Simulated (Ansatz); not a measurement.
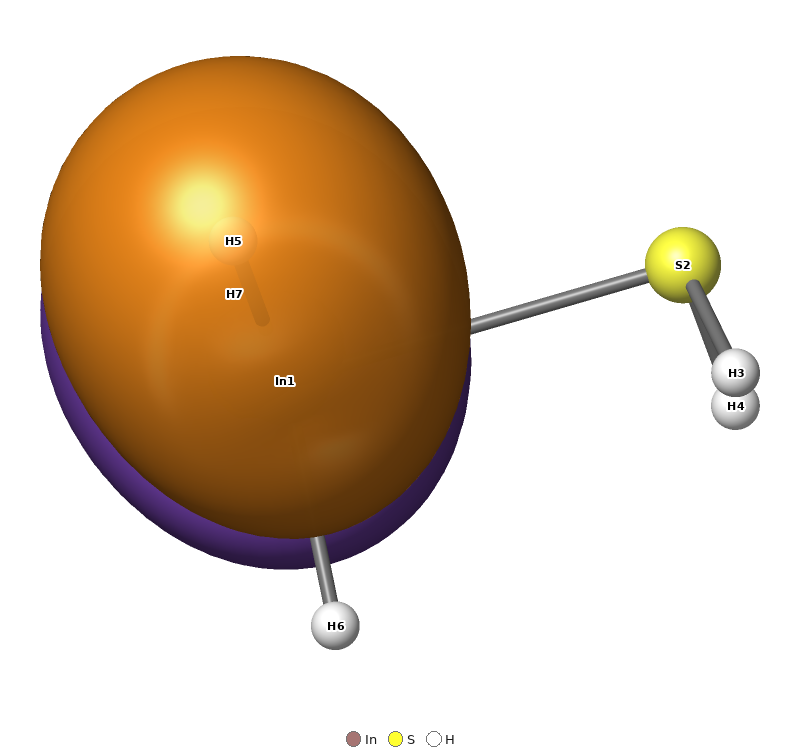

Figure 1: H$_{5}$InS. The HOMO−1 at ±0.08 Å⁻³ᐟ² (orange and purple are the two phases), seen from one side.

Geometry: r2SCAN-D4/def2-TZVP; core potentials replace the inner electrons of In.

The calculation used Ansatz, RKS PBE0-D4/def2-TZVP.

Input file:

```
crystal:
  periodic: [false, false, false]
  atoms:
    - {symbol: In, position_ang: [0.121722, -0.201920, -1.201930]}
    - {symbol: S, position_ang: [0.153761, -0.268328, 1.645341]}
    - {symbol: H, position_ang: [0.521202, 1.017816, 1.777408]}
    - {symbol: H, position_ang: [-1.149280, 0.035513, 1.772093]}
    - {symbol: H, position_ang: [1.842105, -0.185841, -1.341999]}
    - {symbol: H, position_ang: [-0.746290, 1.291430, -1.303323]}
    - {symbol: H, position_ang: [-0.743230, -1.688670, -1.347591]}
basis:
  gaussian: {orbitals: def2-TZVP, initial_orbitals: start.molden}
hamiltonian: {xc: pbe0, dispersion: d4}
output: {orbitals: {seedname: orbitals}}
```

Run with:

```sh
ansatz run in.yaml --threads 4 --pin off --events-out ev --progress --plain --max-ram 3916MiB
```

**What is the character of this orbital?**

Its weight (Hirshfeld) is mainly on In1 (about 40 %), H5 (about 30 %) and H7 (about 30 %). Its energy is −7.67 eV.
